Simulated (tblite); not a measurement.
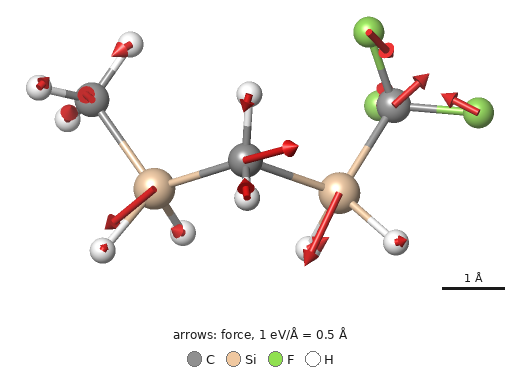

Starting geometry of C3H9F3Si2 with the computed forces as red arrows. Style: ball-and-stick. Shown from a free direction.

Computed with GFN2-xTB geometry optimisation, gas phase in tblite 0.8.0. 

> What follows when this structure is relaxed?

It isn't relaxed: the largest force vector, on a Si atom, is 2.67 eV/Å. The final displacements have little in common with the starting forces (cosine between the two patterns 0.11). The energy falls by 20.9 kcal/mol in 167 geometry steps. The atom that moves furthest after the best rigid fit is an H atom (1.44 Å). Largest moves by element: H 1.44 Å, F 0.96 Å, C 0.59 Å, Si 0.31 Å. Some distances before and after: C–Si 1.823 → 1.926 Å, C–Si 1.851 → 1.948 Å, C–F 1.394 → 1.351 Å, H–Si 1.505 → 1.467 Å. Bond angles that change, for instance: Si–C–Si 107.8° → 117.7°, C–Si–H 105.8° → 115.0°, C–Si–H 111.0° → 103.0°. Groups turn about C–Si by about 45°, C–Si by about 35°, C–Si by about 30°.
